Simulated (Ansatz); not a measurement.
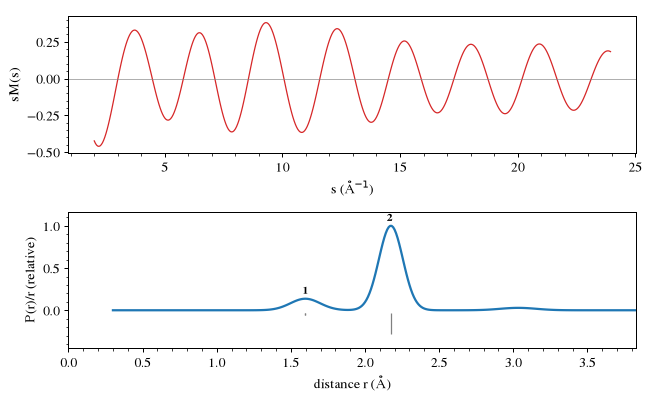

Simulated gas electron diffraction: reduced molecular intensity sM(s) from the Debye equation in the first Born approximation (top) and the radial distribution curve (bottom) of AsH2S (charge -1, ignored in the scattering factors). Each pair of atoms contributes with weight ZᵢZⱼ/r (bars below the curve); damping constant 0.002 Å²; vibrational amplitudes assumed, not computed: 0.05 Å for bonds, 0.078 Å for bonds to H, 0.06 + 0.015 r up to 0.15 Å for other pairs. The geometry is the end point of an optimisation (RKS PBE/def2-SVP in Ansatz 0.2.0); it may be a saddle point or a higher isomer.

Read the positions of the numbered peaks and name the main pairs (– for bonds).

Peak 1, 1.60 Å: As–H 1.60 Å (×2)
Peak 2, 2.17 Å: As–S 2.17 Å
